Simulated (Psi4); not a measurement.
# MP2/aug-cc-pVDZ run of BH5O (B(H2O)H3)

What is the vertical ionisation energy of BH5O (B(H2O)H3) at MP2/aug-cc-pVDZ? 

The results are computed with Psi4 1.11.

## (1) The structure to begin with

BH5O: 7 atoms, total charge 0, spin state singlet. SMILES: `[H]B([H])([H])<-O`. The shape is that of a GFN2-xTB optimisation.

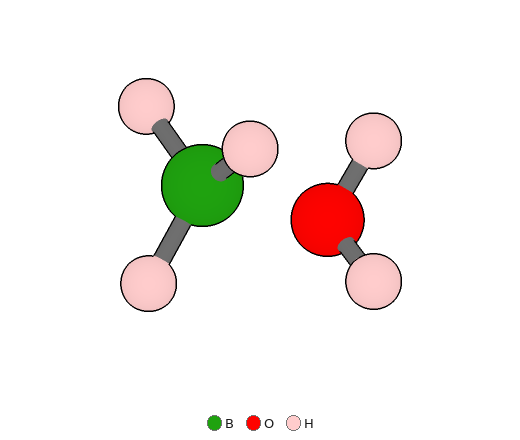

The structure, seen from a chosen angle (boron green, oxygen red, hydrogen pink).

## (2) The energy at MP2/aug-cc-pVDZ

job.dat

```
memory 1.6 GB

molecule molecule1 {
  0 1
  B
  O 1 1.7003
  H 2 0.962776 1 102.19607
  H 2 0.962493 3 109.56008 1 107.86434
  H 1 1.182201 2 103.69962 4 64.22196
  H 1 1.191251 5 114.22122 2 112.80721
  H 1 1.182121 5 114.84478 6 134.7818
  symmetry c1
}

set basis aug-cc-pVDZ
set puream true
set e_convergence 1e-09
set d_convergence 1e-08
set scf_type pk
set num_frozen_docc 2
set mp2_type conv

energy('mp2')
print_variables()
```

Launch:

```console
$ psi4 job.dat job.out -n 1
```

job.out:

```text
[...]
  Running in c1 symmetry.
[...]
  Nuclear repulsion =   38.322879347361798
[...]
  Multiplicity = 1
[...]
  Nalpha       = 9
  Nbeta        = 9
[...]
    Number of basis functions: 91
[...]
   @RHF iter   1:  -102.35509921605087   -6.78203e-01   4.17536e-03 ADIIS/DIIS
[...]
   @RHF iter  11:  -102.43726559409281   -1.84741e-12   2.42077e-09 DIIS
[...]
    Orbital Energies [Eh]
    ---------------------
    Doubly Occupied:
       1A    -20.671982     2A     -7.559403     3A     -1.459879
       4A     -0.822117     5A     -0.750451     6A     -0.664061
       7A     -0.566773     8A     -0.440780     9A     -0.434009
[...]
  @RHF Final Energy:  -102.43726559409281
   => Energetics <=
    Nuclear Repulsion Energy =             38.3228793473617984
    One-Electron Energy =                -214.7813783393618223
    Two-Electron Energy =                  74.0212333979072099
    Total Energy =                       -102.4372655940928070
[...]
 Multipole Moments:
 ------------------------------------------------------------------------------------
     Multipole            Electronic (a.u.)      Nuclear  (a.u.)        Total (a.u.)
 ------------------------------------------------------------------------------------
 L = 1.  Multiply by 2.5417464519 to convert [e a0] to [Debye]
 Dipole X            :          0.1400352           -0.7155452           -0.5755100
 Dipole Y            :          0.0912547           -0.4698746           -0.3786200
 Dipole Z            :          2.2128262           -0.7422208            1.4706054
 Magnitude           :                                                    1.6239597
[...]
	SCS-MP2 Total Energy (a.u.)        :  -102.76896838645614
	SOS-MP2 Total Energy (a.u.)        :  -102.74489678278142
	SCSN-MP2 Total Energy (a.u.)       :  -102.56436366149528
[...]
	SOS-PI-MP2 Total Energy (a.u.)     :  -102.79616864756287
[...]
	MP2 Total Energy (a.u.)            :  -102.76583972902412
[...]
```

Run time: 11 s. Hardware: 1 thread of Intel Xeon Platinum 8259CL at 2.50GHz (Skylake/Cascade Lake), shared host; peak memory 0.48 GiB.

## (3) The doublet cation, same level

input.dat

```
memory 1.6 GB

molecule molecule1 {
  1 2
  B      0.067800    -0.111690    -0.668890
  O      0.100820    -0.146640     1.030730
  H     -0.836060    -0.142600     1.252490
  H      0.486320     0.708910     1.244780
  H      1.210120    -0.068530    -0.970290
  H     -0.544260     0.876330    -0.930190
  H     -0.484730    -1.115770    -0.958620
  units angstrom
  symmetry c1
}

set {
  basis           aug-cc-pVDZ
  reference       uhf
  puream          true
  e_convergence   1e-09
  d_convergence   1e-08
  scf_type        pk
  num_frozen_docc 2
  mp2_type        conv
  maxiter         200
}

e_tot = energy('mp2')
```

Launch:

```console
$ psi4 input.dat output.dat -n 1
```

output.dat:

```text
[...]
  Running in c1 symmetry.
[...]
  Nuclear repulsion =   38.322877331886730
[...]
  Multiplicity = 2
[...]
  Nalpha       = 9
  Nbeta        = 8
[...]
    Number of basis functions: 91
[...]
   @UHF iter   1:  -101.97152763767755   -2.94632e-01   3.52219e-03 DIIS/ADIIS
[...]
   @UHF iter  19:  -102.05049091057154   -1.80037e-10   8.16007e-09 DIIS
[...]
   @S^2 Observed:                7.653771619E-01
[...]
    Orbital Energies [Eh]
    ---------------------
    Alpha Occupied:
       1A    -20.923565     2A     -7.909520     3A     -1.706680
       4A     -1.086998     5A     -1.063048     6A     -0.952874
       7A     -0.858103     8A     -0.820309     9A     -0.757108
    Alpha Virtual:
      10A     -0.137542    11A     -0.092782    12A     -0.089864
      13A     -0.070338    14A     -0.052574    15A     -0.045927
      16A     -0.038449    17A     -0.027570    18A     -0.018688
      19A     -0.001386    20A      0.013718    21A      0.019395
      22A      0.043878    23A      0.074139    24A      0.080793
      25A      0.092721    26A      0.103011    27A      0.103405
[...]
  @UHF Final Energy:  -102.05049091057154
   => Energetics <=
    Nuclear Repulsion Energy =             38.3228773318867297
    One-Electron Energy =                -209.6486553606537200
    Two-Electron Energy =                  69.2752871181954504
    Total Energy =                       -102.0504909105715399
  UHF NO Occupations:
  HONO-2 :    7  A 1.9984648
  HONO-1 :    8  A 1.9940464
[...]
 Multipole Moments:
 ------------------------------------------------------------------------------------
     Multipole            Electronic (a.u.)      Nuclear  (a.u.)        Total (a.u.)
 ------------------------------------------------------------------------------------
 L = 1.  Multiply by 2.5417464519 to convert [e a0] to [Debye]
 Dipole X            :         -0.1539596           -0.4776434           -0.6316030
 Dipole Y            :          0.2810750            0.7347283            1.0158034
 Dipole Z            :          0.5249985           -0.7181296           -0.1931311
 Magnitude           :                                                    1.2116429
[...]
	SCS-MP2 Total Energy (a.u.)        :  -102.35534317488631
	SOS-MP2 Total Energy (a.u.)        :  -102.33239824346913
	SCSN-MP2 Total Energy (a.u.)       :  -102.17164014845429
[...]
	SOS-PI-MP2 Total Energy (a.u.)     :  -102.37938279895207
[...]
	MP2 Total Energy (a.u.)            :  -102.35424848223776
[...]
```

Run time: 12 s. Hardware: 1 thread of Intel Xeon Platinum 8259CL at 2.50GHz (Skylake/Cascade Lake), shared host; peak memory 0.48 GiB.

## (4) Summary of results

At MP2/aug-cc-pVDZ, 2 core orbitals frozen:

```
                                                                  quantity          value
                                                singlet BH5O: total energy  -102.76584 Eh
                         singlet BH5O: HOMO energy (Hartree–Fock orbitals)      -11.81 eV
                         singlet BH5O: LUMO energy (Hartree–Fock orbitals)        0.55 eV
                       singlet BH5O: HOMO–LUMO gap (Hartree–Fock orbitals)       12.36 eV
                 singlet BH5O: correlation energy (2 core orbitals frozen)     -328.6 mEh
                                              doublet cation: total energy  -102.35425 Eh
doublet cation: HOMO energy (Hartree–Fock orbitals) (highest over α and β)      -19.68 eV
 doublet cation: LUMO energy (Hartree–Fock orbitals) (lowest over α and β)       -9.33 eV
               doublet cation: correlation energy (2 core orbitals frozen)     -303.8 mEh
                         doublet cation: ⟨S²⟩ of the reference determinant          0.765
                        vertical ionisation energy (to the doublet cation)      11.200 eV
```

What this shows: The vertical ionisation energy comes to 11.20 eV (258 kcal/mol).
